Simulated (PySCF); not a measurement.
# Cl2 (chlorine) at M06-L/aug-cc-pVTZ

What is the energy change on altering one bond length of Cl2 (chlorine) at M06-L/aug-cc-pVTZ? Input form: a Python script.

The results are computed with PySCF 2.14.0.

2 further runs of the same task are left out: 2 set aside as unsound or not needed.

## (1) The structure to begin with

The species is Cl2 (2 atoms), meant as a singlet with charge 0. As SMILES, `ClCl`. The coordinates come from a PBE0-D4/def2-TZVP relaxation.

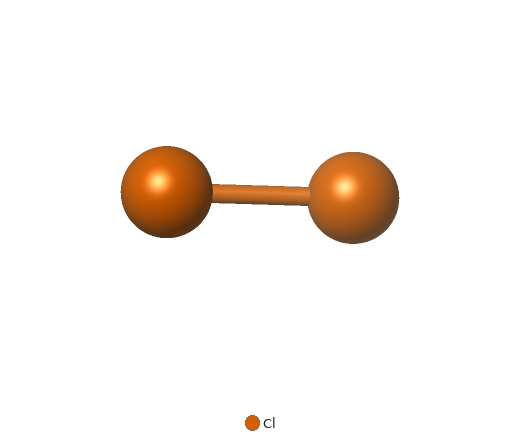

Viewed from a chosen angle; chlorine orange.

## (2) A single-point energy at M06-L/aug-cc-pVTZ

calc.py

```python
# ClCl
from pyscf import gto, dft

mol = gto.Mole()
mol.atom = 'Cl 0.845690 -0.281600 0.433600; Cl -0.845690 0.281600 -0.433600'
mol.verbose = 3
mol.charge = 0
mol.basis = 'aug-cc-pvtz'
mol.max_memory = 1860
mol.build()

myscf = dft.RKS(mol)
myscf.xc = 'm06-l'
myscf.grids.level = 5
myscf.conv_tol = 1e-10
myscf.kernel()
if not myscf.converged:
    myscf = myscf.newton().run(myscf.mo_coeff, myscf.mo_occ)

e_final = myscf.e_tot
print('E(%s) = %.9f' % ('M06-L', e_final))
```

Command:

```sh
OMP_NUM_THREADS=1 python calc.py
```

Output:

```text
converged SCF energy = -920.389190057394
E(M06-L) = -920.389190057
```

Wall time 12 s (1 thread of Arm Neoverse V1, shared host); peak memory 0.53 GiB.

## (3) The distorted shape, same level

calc.py

```python
from pyscf import gto, dft

mol = gto.M(
    atom='''
Cl       1.099410      -0.366084       0.563687
Cl      -0.845690       0.281600      -0.433600
''',
    charge=0,
    verbose=3,
    max_memory=1860,
    basis='aug-cc-pvtz',
)

mf = dft.RKS(mol, xc='m06-l')
mf.grids.level = 5
mf.conv_tol = 1e-10
mf.kernel()
if not mf.converged:
    mf = mf.newton().run(mf.mo_coeff, mf.mo_occ)

energy = mf.e_tot
print('E(%s) = %.9f' % ('M06-L', energy))
```

Command:

```sh
OMP_NUM_THREADS=1 python calc.py
```

Output:

```text
converged SCF energy = -920.368026317504
E(M06-L) = -920.368026318
```

Run time: 13 s. Hardware: 1 thread of Arm Neoverse V1, shared host; peak memory 0.53 GiB.

## (4) Summary of results

Level: M06-L/aug-cc-pVTZ.

| quantity | value |
| --- | --- |
| first shape: total energy | -920.38919 Eh |
| first shape: dipole moment | 0.00 D |
| first shape: HOMO energy | -7.48 eV |
| first shape: LUMO energy | -3.89 eV |
| first shape: HOMO–LUMO gap | 3.59 eV |
| distorted shape: total energy | -920.36803 Eh |
| distorted shape: dipole moment | 0.00 D |
| distorted shape: HOMO energy | -8.05 eV |
| distorted shape: LUMO energy | -6.10 eV |
| distorted shape: HOMO–LUMO gap | 1.95 eV |
| energy change with the Cl1–Cl2 bond stretched from 1.982 to 2.280 Å | 0.576 eV |

In words: With the Cl1–Cl2 bond stretched from 1.982 to 2.280 Å the energy rises by 0.58 eV (55.6 kJ/mol). The first shape isn't relaxed at this level, so the change isn't measured from a minimum.
